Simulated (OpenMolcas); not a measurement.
# V²⁺ among point charges: CASSCF and CASPT2 levels and susceptibility

Aim: the splitting of the states of V²⁺ in the field of 2 point charges, its lowest levels with spin-orbit coupling and its magnetic susceptibility.

Method: state-averaged CASSCF and CASPT2, spin-orbit coupling by RASSI with atomic mean-field integrals. Code: OpenMolcas 26.06.

**1. The atom as given**

| Quantity | Value |
| --- | --- |
| Species | V²⁺ (vanadium, Z = 23, 21 electrons) |
| Basis | ANO-RCC-VDZP [5s4p2d1f], 34 functions |
| Scalar Hamiltonian | DKH2, point nucleus |
| Inactive shells | 1s 2s 2p 3s 3p |
| Active space | 3 electrons in 5 orbitals (3d) |
| Some configurations of this space | 3d3 |
| Orbitals | optimised for each spin and parity, averaged over all roots |

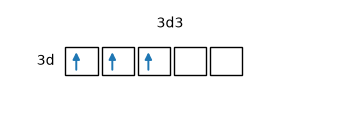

Occupation of the outer shells (arrows by Hund's rule).

The ion sits among 2 point charges of -1.5 e arranged as a linear pair (D∞h), 1.91 Å from the ion.

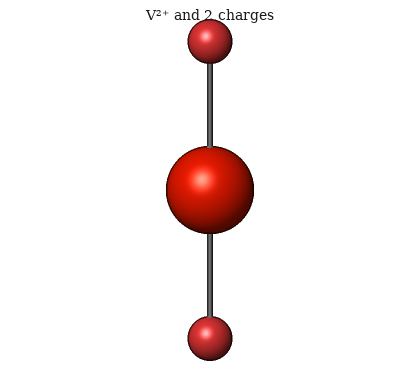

The ion and the point charges (red).

Each step is its own input file, run in one work folder so that later steps find the files of earlier ones. Labels, J, g values, rates, χT and fits are worked out afterwards by a script from the matrices that RASSI stores. The input lists half of the charges; inversion (Group=XYZ) makes the rest.

**2. One- and two-electron integrals**

Contents of a.inp:

```
&GATEWAY
Coord
1

V 0.0 0.0 0.0
Basis=ANO-RCC-VDZP
Group=XYZ
NoMove
AngMom=0.0 0.0 0.0
AMFI
XField
1 Angstrom 0
0.000000 0.000000 1.910000 -1.500000
&SEWARD
```

**3. CASSCF: quartets of even parity, 10 roots**

Contents of a.inp:

```
&RASSCF
FileOrb=start.orb
Symmetry=1
Spin=4
nActEl=3 0 0
Inactive=3 6
Ras2=5 0
CIRoot=10 10 1
SDav=10
CIMx=300
Iter=120 100
PrWF=0.3
OrbListing=Nothing
MaxOrb=0
>>> COPY $Project.JobIph JOB001
```

start.orb holds the contracted functions of the basis, ordered by shell, or the orbitals of the step before.

**4. CASSCF: doublets of even parity, 40 roots**

Contents of a.inp:

```
&RASSCF
FileOrb=start.orb
Symmetry=1
Spin=2
nActEl=3 0 0
Inactive=3 6
Ras2=5 0
CIRoot=40 40 1
SDav=40
CIMx=300
Iter=120 100
PrWF=0.3
OrbListing=Nothing
MaxOrb=0
>>> COPY $Project.JobIph JOB002
```

**5. State interaction with spin-orbit coupling**

Contents of a.inp:

```
&RASSI
NrOfJobIphs=2 10 40
1 2 3 4 5 6 7 8 9 10
1 2 3 4 5 6 7 8 9 10 11 12 13 14 15 16 17 18 19 20 21 22 23 24 25 26 27
28 29 30 31 32 33 34 35 36 37 38 39 40
IphNames
JOB001
JOB002
EJob
SpinOrbit
DIPRint=1.0
SOCoupling=1000.0
Subsets=2
Property=9
'ANGMOM' 1 'ANGMOM' 2 'ANGMOM' 3 'MLTPL  1' 1 'MLTPL  1' 2 'MLTPL  1' 3
'AMFI' 1 'AMFI' 2 'AMFI' 3
SOProperty=3
'ANGMOM' 1 'ANGMOM' 2 'ANGMOM' 3
```

**6. CASPT2: IPEA 0.25, imaginary shift 0.1 (closed shells correlated: 3s 3p)**

Contents of a.inp:

```
>>> COPY JOB001 $Project.JobIph
&CASPT2
Multistate=10 1 2 3 4 5 6 7 8 9 10
NoMult
Frozen=2 3
IPEA=0.25
Imaginary=0.1
MaxIter=60
WThr=0.0 0.3 0.05
PrWF=0.5
NoMix
>>> COPY JOB002 $Project.JobIph
&CASPT2
Multistate=40 1 2 3 4 5 6 7 8 9 10 11 12 13 14 15 16 17 18 19 20 21 22
23 24 25 26 27 28 29 30 31 32 33 34 35 36 37 38 39 40
NoMult
Frozen=2 3
IPEA=0.25
Imaginary=0.1
MaxIter=60
WThr=0.0 0.3 0.05
PrWF=0.5
NoMix
```

(Steps that only read results are left out.)

What does the calculation give? Wanted: spin-free ground state; first state of the same spin within the active space; lowest level; next level.

The runs gave:

```
                                            quantity                                                                        value
                                              method  SS-CASPT2, IPEA 0.25, imaginary shift 0.1 (closed shells correlated: 3s 3p)
                              spin-free ground state                                           4Sigma, 1-fold in its orbital part
first state of the same spin within the active space                                                             4Pi at 1100 cm⁻¹
                                        lowest level                                                 2-fold, g = 1.99, 3.00, 3.00
                                          next level                                                                    36.5 cm⁻¹
                                         χT at 300 K                                                               1.69 cm³ K/mol
                           effective moment at 300 K                                                                      3.68 μB
```

Cost by method:

```
                                              method  time of its own steps  time with the reference
                                           A. CASSCF                   11 s                     11 s
B. SS-CASPT2, IPEA 0.25, imaginary shift 0.1, +3s 3p                    4 s                     15 s
```

Times are of one thread on a shared host.

In words: The spin-free ground state (4Sigma) comes to 92 % from free-ion F terms and keeps the highest spin of the shell. χT at 300 K is 1.69, against 1.88 cm³ K/mol for the spin alone, so spin-orbit coupling lowers it. CASPT2 does not keep the components of a term degenerate, and the means are used. The field of point charges can differ much from that of real complexes. Point charges carry no covalency, so the field is a model and not that of real ligands.
